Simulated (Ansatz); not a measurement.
# Geometry relaxation, with input and output: Ga3N3H12 (part 2 of 2)

Continued. System: Ga3N3H12. Method: RKS PBE0-D4/def2-SVP (Ansatz 0.2.0). The geometry: GFN2-xTB start.

Geometry of the input (Å):
```
Ga 1.9099  -0.5197  -0.4826
Ga -0.3718  1.8982  -0.0593
Ga -1.2019  -1.4306  0.4324
N  0.7257  0.8488  -1.3465
N  -1.7256  0.5115  0.5044
N  0.7235  -1.3145  0.9298
H  2.1887  -1.5948  -1.5594
H  3.0599  0.1976  0.2601
H  0.4528  2.2819  1.1878
H  -1.1376  2.9628  -0.8864
H  -1.9274  -2.1331  1.6089
H  -1.3720  -1.9203  -1.0218
H  1.2893  1.4721  -1.9329
H  0.0954  0.3667  -1.9979
H  -2.5675  0.6354  -0.0680
H  -2.0270  0.7282  1.4605
H  0.8065  -0.7499  1.7830
H  1.0790  -2.2402  1.1882
```

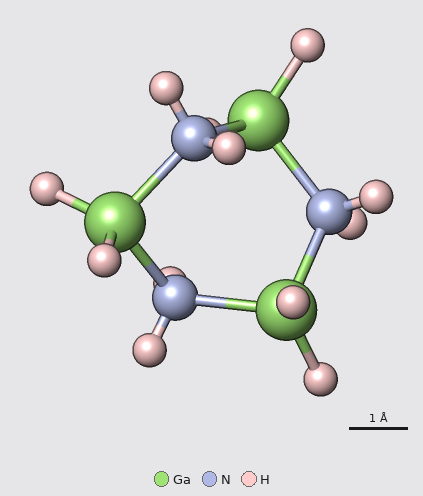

*The geometry at step 4 of the log (ball-and-stick view, seen at a tilt).*

## Trajectory as extended XYZ (Å, eV, eV/Å), 7 frames, from step=1 to step=7
```
18
Properties=species:S:1:pos:R:3:forces:R:3 step=1 energy=-161754.35282
Ga    1.9099   -0.5197   -0.4826    0.0574  -0.0484  -0.0360
Ga   -0.3718    1.8982   -0.0593   -0.2791  -0.0251  -0.1397
Ga   -1.2019   -1.4306    0.4324   -0.1025   0.1109   0.2734
N     0.7257    0.8488   -1.3465   -0.1626  -0.2827   0.0050
N    -1.7256    0.5115    0.5044    0.0142   0.0290   0.0000
N     0.7235   -1.3145    0.9298    0.0361   0.3036   0.0492
H     2.1887   -1.5948   -1.5594    0.0086  -0.3912  -0.2562
H     3.0599    0.1976    0.2601    0.2874   0.3193   0.1960
H     0.4528    2.2819    1.1878    0.3023  -0.0272   0.3737
H    -1.1376    2.9628   -0.8864   -0.2416   0.3022  -0.2268
H    -1.9274   -2.1331    1.6089   -0.2215  -0.1956   0.3396
H    -1.3720   -1.9203   -1.0218    0.0666  -0.0419  -0.4841
H     1.2893    1.4721   -1.9329   -0.0760  -0.0820   0.1577
H     0.0954    0.3667   -1.9979    0.1586   0.1155   0.0531
H    -2.5675    0.6354   -0.0680    0.1515  -0.0316   0.1059
H    -2.0270    0.7282    1.4605    0.0524  -0.0305  -0.1827
H     0.8065   -0.7499    1.7830    0.0303  -0.1592  -0.1336
H     1.0790   -2.2402    1.1882   -0.0822   0.1349  -0.0945
18
Properties=species:S:1:pos:R:3:forces:R:3 step=2 energy=-161754.44023
Ga    1.9660   -0.5389   -0.4993   -0.1827   0.0465   0.0423
Ga   -0.4002    1.9232   -0.0626   -0.0062  -0.1678   0.0490
Ga   -1.2300   -1.4380    0.4521    0.0641   0.1370  -0.0525
N     0.7138    0.8141   -1.2982    0.0411  -0.0122  -0.1677
N    -1.7213    0.5111    0.5010   -0.1074   0.0399   0.0334
N     0.7141   -1.2741    0.8920    0.1009  -0.0342   0.1271
H     2.2055   -1.6779   -1.5568    0.0170  -0.0272  -0.0019
H     3.1045    0.2537    0.2381    0.0422   0.0194  -0.0117
H     0.4676    2.2387    1.2062    0.0430   0.0433   0.0661
H    -1.1842    3.0020   -0.8997    0.0079   0.0203  -0.0194
H    -1.9688   -2.1511    1.6460    0.0023  -0.0249   0.0102
H    -1.3409   -1.8798   -1.0506   -0.0212  -0.0427  -0.0755
H     1.2798    1.4475   -1.8663   -0.0199   0.0201  -0.0310
H     0.1041    0.3392   -1.9699    0.0440   0.0331   0.0185
H    -2.5615    0.6272   -0.0698   -0.0054  -0.0099   0.0364
H    -2.0247    0.7351    1.4512   -0.0197   0.0155  -0.0319
H     0.8191   -0.7268    1.7505    0.0105  -0.0453  -0.0334
H     1.0569   -2.2053    1.1363   -0.0106  -0.0109   0.0419
18
Properties=species:S:1:pos:R:3:forces:R:3 step=3 energy=-161754.45044
Ga    1.9536   -0.5358   -0.4964   -0.0396   0.0073   0.0050
Ga   -0.3974    1.9102   -0.0590   -0.0170  -0.0346   0.0239
Ga   -1.2229   -1.4288    0.4475    0.0001   0.0319  -0.0157
N     0.7153    0.8183   -1.3147    0.0039  -0.0534  -0.0527
N    -1.7346    0.5146    0.5054   -0.0222   0.0126   0.0067
N     0.7201   -1.2801    0.9068    0.0507   0.0392   0.0425
H     2.1995   -1.6826   -1.5469   -0.0003  -0.0146   0.0104
H     3.1024    0.2604    0.2269    0.0051   0.0116  -0.0139
H     0.4726    2.2362    1.2120    0.0074  -0.0103   0.0045
H    -1.1727    2.9958   -0.8992    0.0063   0.0145   0.0000
H    -1.9588   -2.1529    1.6390   -0.0027  -0.0162  -0.0044
H    -1.3383   -1.8788   -1.0578    0.0091   0.0072  -0.0086
H     1.2808    1.4575   -1.8770   -0.0083   0.0097   0.0105
H     0.1092    0.3474   -1.9909    0.0140   0.0170   0.0071
H    -2.5746    0.6285   -0.0655    0.0066  -0.0054   0.0074
H    -2.0395    0.7405    1.4543    0.0015   0.0021  -0.0120
H     0.8276   -0.7365    1.7663   -0.0011  -0.0182  -0.0096
H     1.0578   -2.2138    1.1494   -0.0134  -0.0006  -0.0012
18
Properties=species:S:1:pos:R:3:forces:R:3 step=4 energy=-161754.45658
Ga    1.9466   -0.5402   -0.5030   -0.0336   0.0112   0.0062
Ga   -0.3887    1.8908   -0.0427    0.0046  -0.0345  -0.0066
Ga   -1.2121   -1.4239    0.4343    0.0278   0.0272  -0.0033
N     0.7006    0.8032   -1.3297   -0.0024  -0.0085   0.0369
N    -1.7498    0.5125    0.5023    0.0431  -0.0203  -0.0521
N     0.7245   -1.2455    0.9308   -0.0183  -0.0120  -0.0537
H     2.1770   -1.7249   -1.5130   -0.0064  -0.0105  -0.0092
H     3.1098    0.2805    0.1671    0.0052   0.0058   0.0059
H     0.4947    2.1625    1.2326    0.0084  -0.0114   0.0071
H    -1.1322    3.0228   -0.8486   -0.0038   0.0054  -0.0054
H    -1.9584   -2.1873    1.5936   -0.0011  -0.0024   0.0093
H    -1.2954   -1.8528   -1.0799    0.0161   0.0107  -0.0057
H     1.2579    1.4509   -1.8899    0.0032  -0.0029  -0.0055
H     0.0884    0.3353   -2.0009   -0.0088  -0.0022  -0.0157
H    -2.5838    0.6254   -0.0765   -0.0080   0.0030   0.0072
H    -2.0584    0.7369    1.4486   -0.0325   0.0121   0.0418
H     0.8179   -0.6747    1.7725    0.0056   0.0105   0.0363
H     1.0612   -2.1715    1.2024    0.0009   0.0187   0.0064
18
Properties=species:S:1:pos:R:3:forces:R:3 step=5 energy=-161754.45818
Ga    1.9376   -0.5436   -0.5084   -0.0066  -0.0093   0.0008
Ga   -0.3799    1.8732   -0.0280    0.0097  -0.0061  -0.0175
Ga   -1.1998   -1.4175    0.4229    0.0355   0.0025   0.0110
N     0.6860    0.7898   -1.3397   -0.0082   0.0356   0.0557
N    -1.7613    0.5105    0.4984    0.0396  -0.0183  -0.0372
N     0.7271   -1.2160    0.9496   -0.0315  -0.0205  -0.0269
H     2.1437   -1.7510   -1.4983    0.0051   0.0030   0.0026
H     3.1122    0.2872    0.1313   -0.0016  -0.0050  -0.0063
H     0.5165    2.0917    1.2510   -0.0102   0.0034  -0.0123
H    -1.1017    3.0374   -0.8093    0.0069  -0.0030   0.0121
H    -1.9515   -2.2049    1.5631   -0.0039  -0.0011  -0.0117
H    -1.2387   -1.8219   -1.1012   -0.0109  -0.0012   0.0157
H     1.2373    1.4405   -1.9024    0.0012  -0.0100  -0.0087
H     0.0662    0.3232   -2.0047   -0.0022  -0.0100  -0.0093
H    -2.5882    0.6224   -0.0906   -0.0068   0.0083   0.0086
H    -2.0801    0.7334    1.4422   -0.0260   0.0028   0.0185
H     0.8086   -0.6210    1.7765    0.0104  -0.0064   0.0013
H     1.0661   -2.1333    1.2476   -0.0006   0.0353   0.0035
18
Properties=species:S:1:pos:R:3:forces:R:3 step=6 energy=-161754.45862
Ga    1.9382   -0.5450   -0.5096    0.0034  -0.0037  -0.0028
Ga   -0.3799    1.8744   -0.0269    0.0061   0.0001  -0.0019
Ga   -1.1981   -1.4183    0.4246    0.0050  -0.0019   0.0016
N     0.6859    0.7904   -1.3359   -0.0080   0.0218   0.0208
N    -1.7602    0.5093    0.4961    0.0219  -0.0033  -0.0098
N     0.7278   -1.2149    0.9485   -0.0219  -0.0115  -0.0088
H     2.1458   -1.7519   -1.4997   -0.0028   0.0038   0.0015
H     3.1155    0.2846    0.1262   -0.0015  -0.0034   0.0009
H     0.5144    2.0956    1.2523   -0.0028  -0.0017  -0.0022
H    -1.1003    3.0418   -0.8040    0.0023  -0.0058   0.0018
H    -1.9552   -2.2063    1.5607    0.0056   0.0023   0.0018
H    -1.2462   -1.8261   -1.0977    0.0044  -0.0005   0.0017
H     1.2371    1.4389   -1.9012    0.0002  -0.0064  -0.0067
H     0.0654    0.3223   -1.9996   -0.0002  -0.0037  -0.0052
H    -2.5851    0.6208   -0.0958   -0.0051   0.0024   0.0057
H    -2.0842    0.7320    1.4387   -0.0129   0.0017  -0.0004
H     0.8102   -0.6176    1.7738    0.0048  -0.0049  -0.0040
H     1.0688   -2.1301    1.2494    0.0016   0.0147   0.0058
18
Properties=species:S:1:pos:R:3:forces:R:3 step=7 energy=-161754.45891
Ga    1.9369   -0.5469   -0.5129    0.0008  -0.0012  -0.0005
Ga   -0.3780    1.8749   -0.0219   -0.0004  -0.0009  -0.0014
Ga   -1.1972   -1.4208    0.4263    0.0011   0.0008   0.0028
N     0.6860    0.7941   -1.3332   -0.0017   0.0006   0.0014
N    -1.7600    0.5074    0.4901   -0.0002  -0.0005  -0.0006
N     0.7274   -1.2125    0.9476   -0.0017   0.0018   0.0005
H     2.1366   -1.7516   -1.5068   -0.0009   0.0003  -0.0007
H     3.1189    0.2759    0.1228    0.0006  -0.0006  -0.0002
H     0.5133    2.0894    1.2602   -0.0002  -0.0005   0.0010
H    -1.0963    3.0454   -0.7956    0.0009  -0.0003   0.0017
H    -1.9512   -2.2031    1.5681    0.0006   0.0005  -0.0002
H    -1.2442   -1.8353   -1.0940    0.0001  -0.0009  -0.0002
H     1.2369    1.4401   -1.9015    0.0013   0.0010  -0.0003
H     0.0640    0.3257   -1.9955   -0.0008   0.0000  -0.0005
H    -2.5805    0.6181   -0.1082    0.0007   0.0000  -0.0014
H    -2.0943    0.7302    1.4293   -0.0008  -0.0004  -0.0010
H     0.8097   -0.6081    1.7678   -0.0001   0.0014  -0.0002
H     1.0720   -2.1231    1.2571    0.0007  -0.0012   0.0001
```

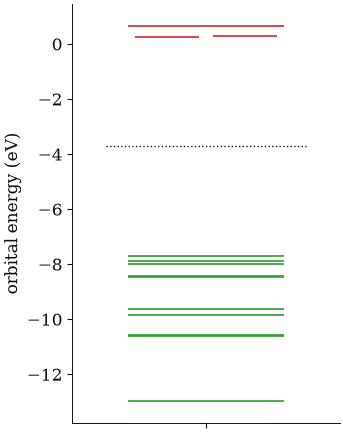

*Orbital energies near the frontier; the dotted line parts filled from empty levels, and levels within 0.02 eV of each other stand side by side.*

Highest filled −7.68 eV, lowest empty 0.27 eV, 7.95 eV apart.

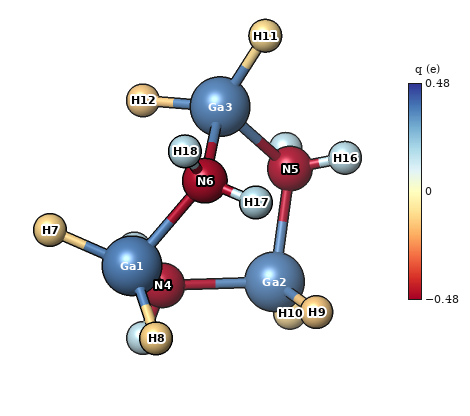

*Mulliken charges, as the colour of each atom (ball-and-stick view, seen at a tilt; atoms are numbered from 1 in the order of the input).*

By element: Ga +0.36 to +0.37, N −0.46 and H −0.14 to +0.17 e.

## Summary

| quantity | value |
| --- | --- |
| outcome | converged |
| total energy | −161754.4589 eV |
| mean-field energy | −161753.9183 eV |
| dispersion energy | −0.5407 eV |
| HOMO | −7.68 eV |
| LUMO | 0.27 eV |
| largest force (length of the vector) at the end | 0.003 eV/Å |
| dipole moment | 1.65 D |
| wall time | 41 s (CPU time 2.5 min) |
| peak memory | 0.76 GiB |
